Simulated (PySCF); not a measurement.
SMILES [SiH2](N)CC[SiH2]N (C2H12N2Si2) at its GFN2-xTB optimised geometry (Å):

```
18

Si     0.5820     0.0035     0.0000
N      0.1325    -0.9238    -1.3828
C     -0.1363    -0.8875     1.5153
C     -1.6661    -0.8914     1.5582
Si    -2.3536    -1.7379     3.1243
N     -4.0753    -1.7989     3.2575
H      2.0458     0.0035     0.0000
H      0.0903     1.3954     0.0000
H      0.4624    -0.6326    -2.2883
H     -0.8135    -1.2612    -1.4598
H      0.2217    -1.9176     1.5444
H      0.2400    -0.4106     2.4217
H     -2.0458    -1.3954     0.6651
H     -2.0258     0.1396     1.4993
H     -1.9142    -0.9939     4.3072
H     -1.9305    -3.1402     3.1424
H     -4.5819    -0.9408     3.4020
H     -4.5912    -2.3908     2.6272
```

Computed with PBE0/def2-SVP run with PySCF. Cells within 0.4 Å of a nucleus heavier than hydrogen are left out (blank, or x).

Map of the HOMO amplitude (bohr^(-3/2)) on the plane z = 0.0 Å; orbital energy -6.74 eV, overall sign arbitrary:

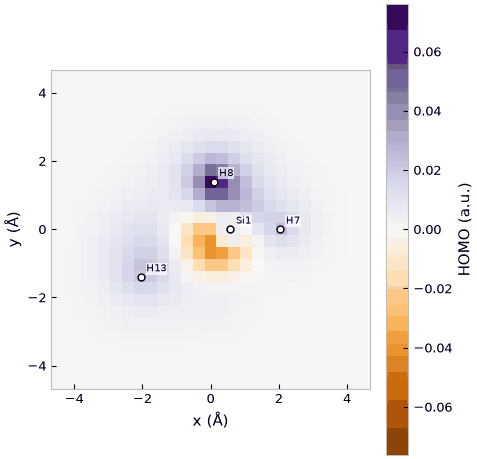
*HOMO amplitude (bohr^(-3/2)) on the plane z = 0.0 Å.*
